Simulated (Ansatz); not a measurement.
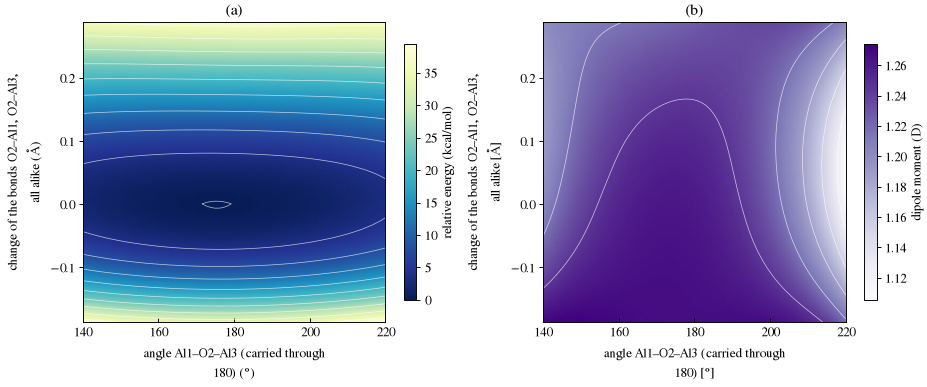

Al₂H₄OS, SMILES [AlH2][O][AlH][SH]. Coordinates scanned: (1) angle Al1–O2–Al3 (carried through 180); (2) change of the bonds O2–Al1, O2–Al3, all alike. Nothing is relaxed (all other coordinates rigid). Grid: 11 × 11 points. Points are written as (first, second). Energies are in kcal/mol, from the lowest grid point. Computed with Ansatz 0.2.0, RKS r2SCAN-D4/def2-SVP.

Panel (a) is the energy and panel (b) the computed dipole moment on the same grid.

Drawn: a smooth colour map with a few white contour lines. Between grid points the surface is interpolated.

> How does the dipole moment vary over the map, and what is it at the lowest grid point?

Leaving out the highest fifth of the energies, it runs from 1.11 D at (220°, 0.051 Å) to 1.27 D at (172°, −0.140 Å). At the lowest grid point, (172°, 0.003 Å), it is 1.26 D.

```
second ↓, first →   140   148   156   164   172   180   188   196   204   212   220
            0.289  1.20  1.21  1.21  1.22  1.22  1.23  1.23  1.24  1.24  1.23  1.20
            0.242  1.19  1.21  1.22  1.23  1.23  1.23  1.24  1.23  1.22  1.21  1.17
            0.194  1.19  1.21  1.23  1.23  1.24  1.24  1.24  1.23  1.22  1.19  1.14
            0.146  1.19  1.21  1.23  1.24  1.25  1.25  1.24  1.23  1.21  1.17  1.12
            0.099  1.19  1.22  1.24  1.25  1.25  1.25  1.25  1.23  1.21  1.17  1.11
            0.051  1.19  1.22  1.24  1.25  1.26  1.26  1.25  1.23  1.21  1.17  1.11
            0.003  1.20  1.23  1.25  1.26  1.26  1.26  1.25  1.24  1.21  1.17  1.11
           −0.044  1.21  1.24  1.25  1.26  1.26  1.26  1.26  1.24  1.22  1.18  1.13
           −0.092  1.23  1.25  1.26  1.26  1.27  1.26  1.26  1.25  1.23  1.20  1.15
           −0.140  1.25  1.26  1.26  1.27  1.27  1.27  1.26  1.26  1.25  1.22  1.18
           −0.187  1.27  1.27  1.27  1.27  1.27  1.27  1.27  1.27  1.26  1.25  1.22
```
